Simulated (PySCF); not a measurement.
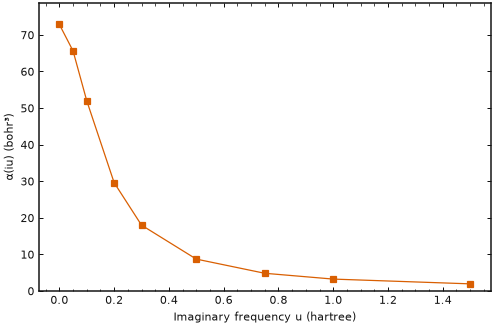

Dipole polarisability at imaginary frequency of neutral cobalt ([Ar] 3d⁷ 4s²). Coupled response at the HF level; PySCF, def2-TZVPPD, non-relativistic, unrestricted single determinants, no spin-orbit coupling. The static dipole polarisability is 72.9 bohr³ (the recommended value is 55.0); α(iu) falls to half of it near u = 0.16 hartree. The Casimir–Polder integral gives C₆ = 661 hartree bohr⁶ for two such species.

Atomic calculation for Co

System: Co, configuration 1s2 2s2 2p6 3s2 3p6 3d7 4s2, multiplicity 4.
Method: unrestricted HF, def2-TZVPPD, non-relativistic, point nucleus (PySCF).

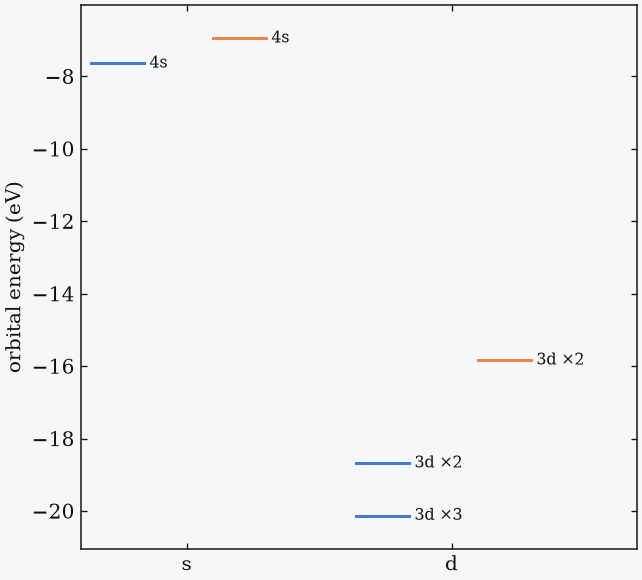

Orbital energies of the mean field, from the top down to −20.1 eV, by angular momentum, α spin at the left of each column and β at the right; ×n counts the orbitals under one label. The highest filled orbital is 4s β at −6.95 eV, the lowest empty one p α at 1.05 eV.

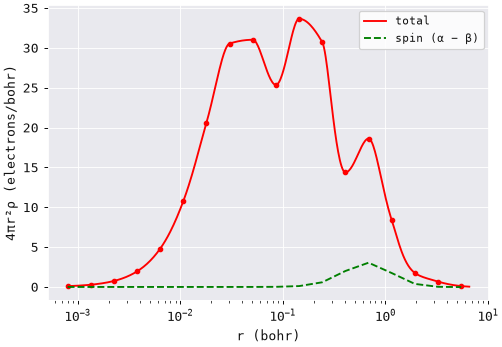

Spherically averaged radial density 4πr²ρ of the mean field and its spin part; markers are the stored points, which are sparse, and the line is a monotone interpolation between them. The largest stored value is 33.7 electrons/bohr at r = 0.14 bohr. Root-mean-square radii of the shells: 2p 0.250, 2s 0.279, 3s 0.840, 3p 0.894, 3d 1.16, 4s 3.40 bohr.

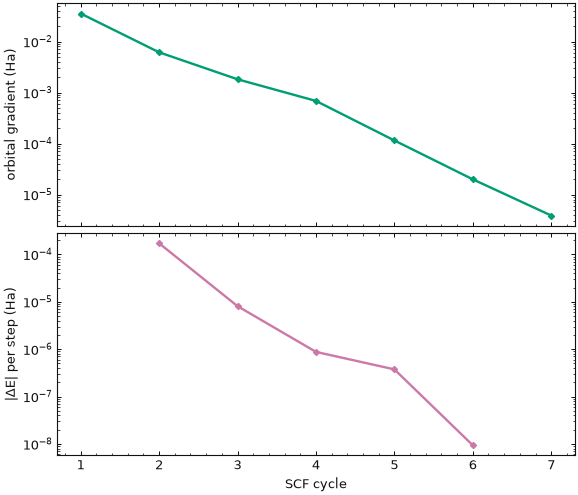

Convergence: orbital gradient and change of the energy from step to step (the smallest changes aren't drawn) against the SCF cycle. The residual falls at every step. It goes from 0.035 to 3.9×10⁻⁶ in 7 steps.

These pictures come from the run below.

Input file:
```python
from pyscf import gto, scf, dft, mp, cc
import basis_set_exchange as bse
mol = gto.M(atom="Co 0 0 0", charge=0, spin=3, symmetry="D2h",
            basis=gto.basis.parse(bse.get_basis("def2-TZVPPD", elements=["Co"], fmt="nwchem")))
mf = scf.UHF(mol)
mf.irrep_nelec = {'Ag': (6, 5), 'B1g': (1, 1), 'B2g': (1, 0), 'B3g': (1, 0), 'B1u': (2, 2), 'B2u': (2, 2), 'B3u': (2, 2)}
mf.kernel()
```

The script is an equivalent of what the driver set up; the driver started from orbitals of its own, so the log can be shorter than this script's would be, and it computed the properties (radii, ⟨L²⟩, response) afterwards. It held the occupations shell by shell, which the script's counts by irreducible representation don't always enforce.

Log (extracts):
```
damping factor = 0
level_shift factor = 0
DIIS = <class 'pyscf.scf.diis.CDIIS'>
diis_start_cycle = 1
diis_space = 10
diis_damp = 0
SCF conv_tol = 1e-09
SCF conv_tol_grad = None
number electrons alpha = 15  beta = 12
cycle= 1 E= -1381.39735411637  delta_E= -0.00761  |g|= 0.0354  |ddm|= 0.0336
cycle= 2 E= -1381.39752593352  delta_E= -0.000172  |g|= 0.00615  |ddm|= 0.00588
cycle= 3 E= -1381.39753400665  delta_E= -8.07e-06  |g|= 0.00182  |ddm|= 0.00261
cycle= 4 E= -1381.39753488241  delta_E= -8.76e-07  |g|= 0.000685  |ddm|= 0.000742
cycle= 5 E= -1381.39753525661  delta_E= -3.74e-07  |g|= 0.000115  |ddm|= 0.000898
cycle= 6 E= -1381.39753526597  delta_E= -9.36e-09  |g|= 1.99e-05  |ddm|= 0.000238
cycle= 7 E= -1381.39753526649  delta_E= -5.17e-10  |g|= 3.88e-06  |ddm|= 9.75e-05
converged SCF energy = -1381.39753526649  <S^2> = 3.7598178  2S+1 = 4.0049059
```

Results in brief:

| quantity | value |
| --- | --- |
| outcome | converged |
| total energy | −1381.3975 hartree |
| kinetic energy | 1381.2934 hartree |
| −E/T (1 by the virial theorem at the basis-set limit) | 1.0001 |
| ⟨S²⟩ | 3.760 |
| ⟨L²⟩ | 12.03 |
| static polarisability | 72.9 bohr³ |
| C₆ of the like pair | 661 hartree bohr⁶ |
| SCF iterations | 7 |
| hardware | 1 CPU thread, shared host |
| CPU time | 9.4 s (integrals apart) |
